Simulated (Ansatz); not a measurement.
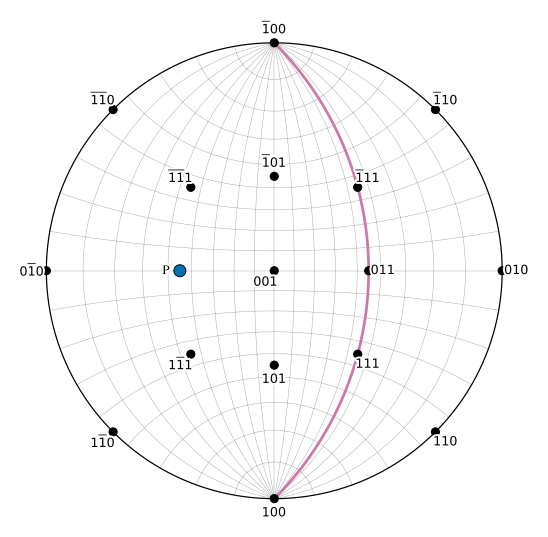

Crystal: AlNi, a calculation's input that goes back to an entry of the Crystallography Open Database (an earlier step may have relaxed or displaced it). Stereographic projection of plane normals (upper hemisphere) centred on (0 0 1). Symmetry computed with spglib at a tolerance of 0.002 Å; standard conventional cell.

a = 2.881 Å, b = 2.881 Å, c = 2.881 Å, α = 90.00°, β = 90.00°, γ = 90.00°.

Index the pole marked P.

P is (0 −1 1), 45.0° from the centre.

Which zone does the coloured great circle trace?

The zone [0 1 −1]: its poles satisfy k − l = 0.

What is the angle between the normals of (−1 1 0) and (1 −1 1), and what are their d_hkl = 1/|g|?

144.7°; d = 2.037 Å and 1.663 Å.
